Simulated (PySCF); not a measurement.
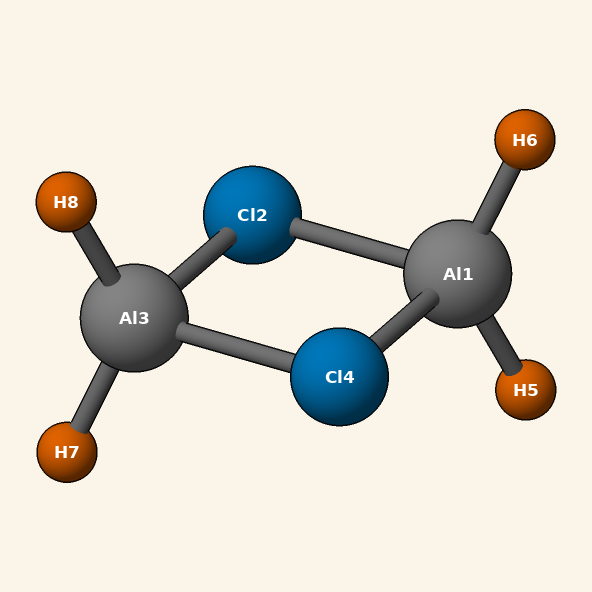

The questions are on ESP-fitted charges. The computed structure is the end point of a PBE0-D3(BJ)/def2-SVP optimisation. No frequency run is at hand to confirm it as a minimum. Properties computed with PBE0/pcSseg-1 in tetrahydrofuran (IEF-PCM) (PySCF 2.14.0).

Q: Which atom carries the highest charge (most positive or least negative)?

A: Al1, Al3 (0.79 to 0.81 e).

Q: And the lowest?

A: Cl2, Cl4, H5 (−0.27 e).

List the ESP-fitted charges.

```tsv
atom	value (e)
Al1	0.81
Cl2	−0.27
Al3	0.79
Cl4	−0.27
H5	−0.27
H6	−0.26
H7	−0.26
H8	−0.26
```
